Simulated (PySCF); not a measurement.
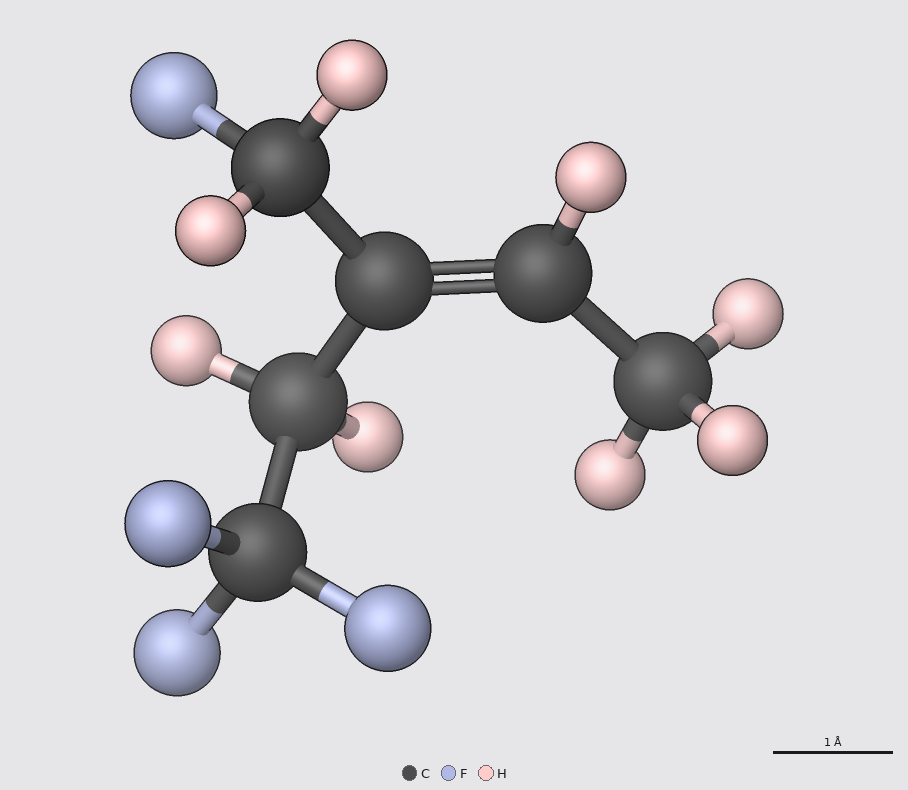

Ball-and-stick drawing of a structure.

Give the formula.

Answer. C₆H₈F₄, 18 atoms: 6 carbon, 8 hydrogen and 4 fluorine.

Write the SMILES.

Answer. C/C=C(/CF)CC(F)(F)F

Name functional groups in it.

Answer. Among them: alkene, C–F bond.

The parts below concern this one geometry. Atoms keep their numbers from picture to picture. Computed geometry: PBE0-D3(BJ)/def2-SVP optimisation. No frequency run is at hand to confirm it as a minimum.

### Shape

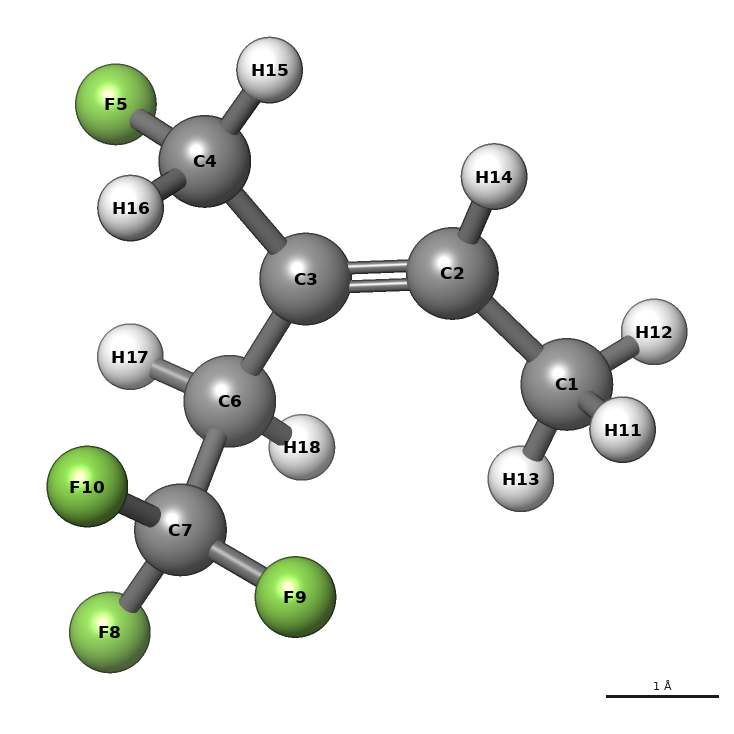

Numbered structure. No frequency run is at hand to confirm it as a minimum.

Give these bond angles: C1–C2–H14, C2–C1–H12, C2–C1–H13, C3–C4–F5, C3–C4–H15, C3–C6–C7, C3–C6–H17, C3–C6–H18, C6–C7–F9, C7–C6–H17, F8–C7–F10, F9–C7–F10.

```json
{"angle": "C1–C2–H14", "degrees": "115.5"}
{"angle": "C2–C1–H12", "degrees": "110.7"}
{"angle": "C2–C1–H13", "degrees": "113.2"}
{"angle": "C3–C4–F5", "degrees": "110.5"}
{"angle": "C3–C4–H15", "degrees": "110.7"}
{"angle": "C3–C6–C7", "degrees": "113.8"}
{"angle": "C3–C6–H17", "degrees": "109.5"}
{"angle": "C3–C6–H18", "degrees": "111.8"}
{"angle": "C6–C7–F9", "degrees": "111.9"}
{"angle": "C7–C6–H17", "degrees": "107.3"}
{"angle": "F8–C7–F10", "degrees": "107.3"}
{"angle": "F9–C7–F10", "degrees": "107.1"}
```

### Electronic properties

No frequency run is at hand to confirm it as a minimum. Level of theory: PBE0/pcSseg-1, gas phase (PySCF 2.14.0).

What is the HOMO energy (Kohn–Sham orbital)?

Answer. −7.64 eV.

What is the LUMO energy (Kohn–Sham orbital)?

Answer. −0.27 eV.

What is the dipole moment?

Answer. 2.43 D.

### Excitation

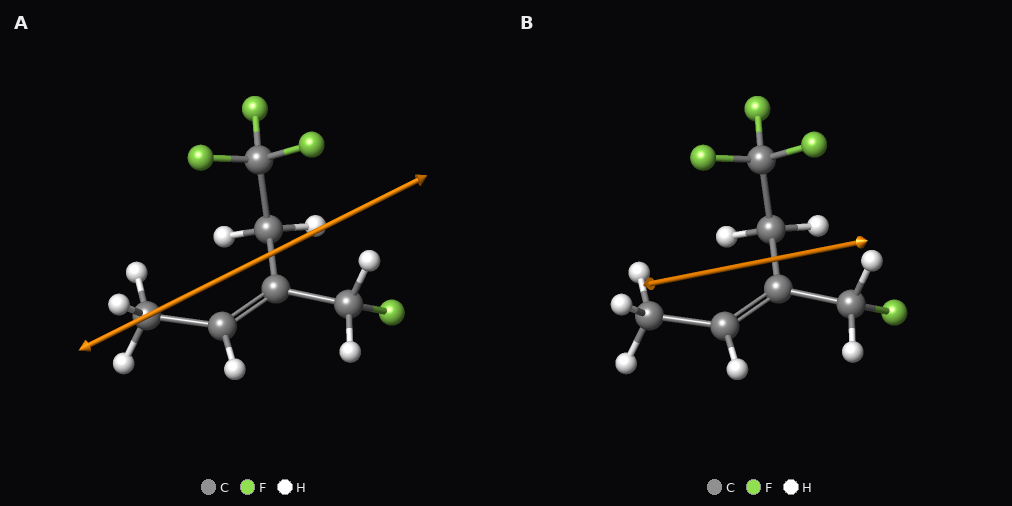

The double arrows show the directions of two transition dipoles from the ground state (lengths mean nothing). No frequency run is at hand to confirm it as a minimum. Properties computed with TDDFT B3LYP/def2-SVPD, vertical, gas phase, core orbitals frozen in the response (PySCF 2.14.0).

One belongs to singlet state 2 and one to singlet state 3. Which is which?

Answer. A: state 2, 6.92 eV (179 nm), oscillator strength 0.28, of mixed character, with the largest part HOMO → LUMO (weight 0.49).
B: state 3, 7.39 eV (168 nm), oscillator strength 0.015, mainly HOMO → LUMO+2 (weight 0.95).

### NMR shielding

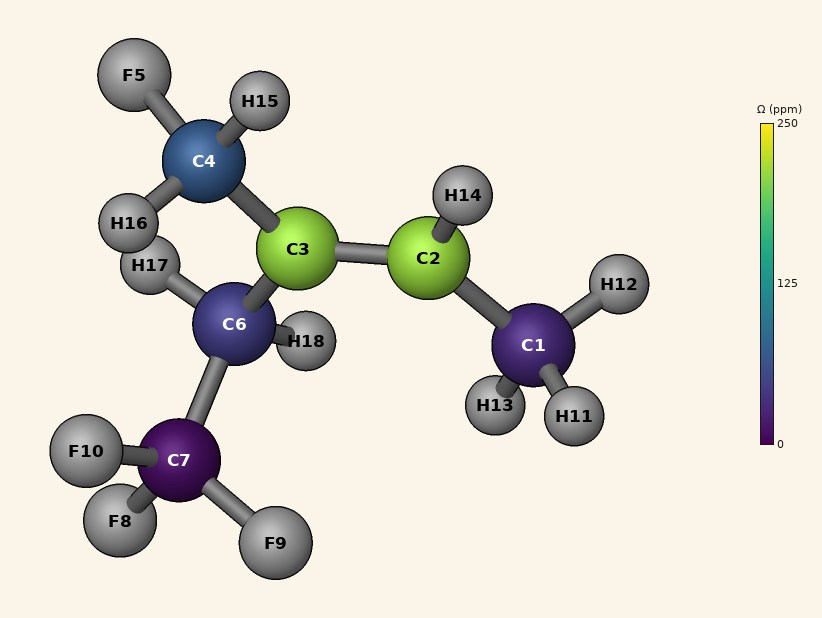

The C atoms are coloured by the span of their shielding tensor. No frequency run is at hand to confirm it as a minimum. Properties computed with GIAO PBE0/pcSseg-1 NMR shielding, non-relativistic, gas phase (PySCF 2.14.0). Principal shieldings σ11 ≤ σ22 ≤ σ33, span Ω = σ33 − σ11, skew κ = 3(σiso − σ22)/Ω.

Give the shielding tensors of the C atoms.

```tsv
atom	σ11	σ22	σ33	σiso	Ω	κ
C1	151.9	168.8	181.6	167.4	29.7	−0.14
C2	−65.7	52.6	145.4	44.1	211.1	−0.12
C3	−61.7	60.7	148.3	49.1	210.0	−0.17
C4	67.3	82.9	138.7	96.3	71.4	0.56
C6	132.0	148.0	178.4	152.8	46.4	0.31
C7	48.7	52.0	57.6	52.8	8.9	0.25
```

Shieldings and span in ppm.
